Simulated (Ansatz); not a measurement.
Relaxed Si (diamond):

```yaml
crystal:
  lattice:
    - [0.00000, 5.44406, 5.44406]
    - [2.72203, 2.72203, 5.44406]
    - [2.72203, 2.72203, 0.00000]
  atoms:
    - { symbol: Si, position: [0.00000, 0.50000, 0.50000] }
    - { symbol: Si, position: [0.50000, 0.50000, 0.50000] }
    - { symbol: Si, position: [0.00000, 0.75000, 0.75000] }
    - { symbol: Si, position: [0.50000, 0.75000, 0.75000] }
```

A phonon eigenvector at X = (0.5, 0.5, 0.0) is frozen into this cell: atom i moves by Q times the vector below, so Q is the largest atomic displacement, in Å. The cell is held. It is one choice among 2 degenerate patterns. (q is in reciprocal vectors of the primitive cell; the cell shown is doubled to hold the pattern.)

| atom | x | y | z |
|---|---|---|---|
| Si3 | 0.000 | 0.000 | -1.000 |
| Si4 | 0.000 | 0.000 | 1.000 |

Atoms not listed stay in place.

Level of theory: r2SCAN (plane waves to 500 eV, PAW, scalar-relativistic; Ansatz, a first-principles code). k mesh 10×10×10 (Γ-centred), Fermi-Dirac smearing 0.05 eV. E stands for the smeared free energy. Si was relaxed with its symmetry unable to fall. The PAW data are Ansatz's earlier set. The zero of ΔE is the undisplaced structure.

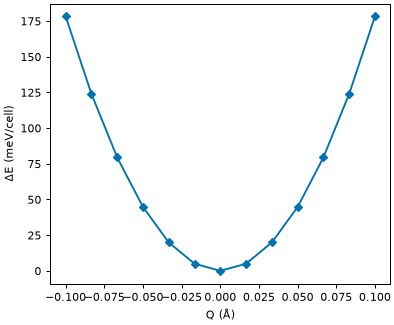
Fig. 1. ΔE (meV/cell) against Q (Å); one marker a computed point.

### Question
What is the energy change at Q = 0.100 Å?

### Answer
About 180 meV/cell.

### Question
What harmonic wavenumber does the curvature at Q = 0 give?

### Answer
About 420 cm⁻¹.

(For displaced atoms, the force is minus the slope of the energy, and its curvature is a force constant, which sets phonon frequencies.)
